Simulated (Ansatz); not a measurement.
Electronic density of states of amorphous Al$_{28}$O$_{44}$Si, density 3.06 g/cm³, on a 2×2×2 Γ-centred mesh with a Gaussian width of 0.1 eV; energies count from the Fermi level, whose place inside the gap is arbitrary. Cell and mesh are small, so fine structure isn't converged. The numbers are results of PBE, scalar-relativistic without spin-orbit coupling (plane waves to 420 eV, PAW; Ansatz, an electronic-structure program), not measurements. Sampling: a 2×2×2 Γ-centred mesh; Fermi-Dirac width 0.02 eV; no spin polarisation. At PBE the levels at the filled edge of the gap are localised (band-tail or defect states), and the nearest spread-out levels lie 4.2 eV apart at the zone centre.

It comes from a melt-quench run on a machine-learned potential (CHGNet), relaxed afterwards by DFT. O atoms were pushed apart under 1.9 Å during the dynamics, to hinder bonds among them. The hot cell started wider than the set density and was brought back towards it in steps. It is the lowest in DFT energy of 2 quenches. It is a model cell: composition and starting density were chosen by hand, and all elements were melted together. No dispersion term was used. Its density started from a set value of 3.06 and ended at 3.06 g/cm³. Cooling (nominally 340 K/ps over its main leg) ran many orders faster than in experiment, which tends to leave more defects and strain. Values belong to this one cell and scatter from quench to quench. The volume was held where the preparation left it and the shape relaxed, at a PBE pressure of 1.3 GPa. Stress components on the final sampling reach 1.3 GPa.

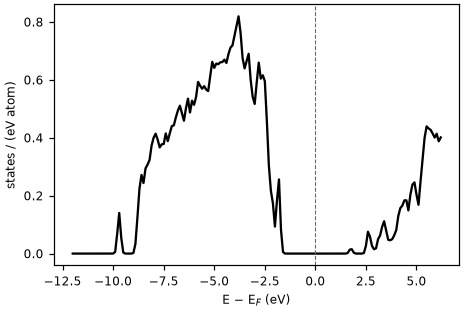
Fig. 1. Density of states per atom

The level gap on this mesh is 3.55 eV; the broadening fills part of it in the curve.
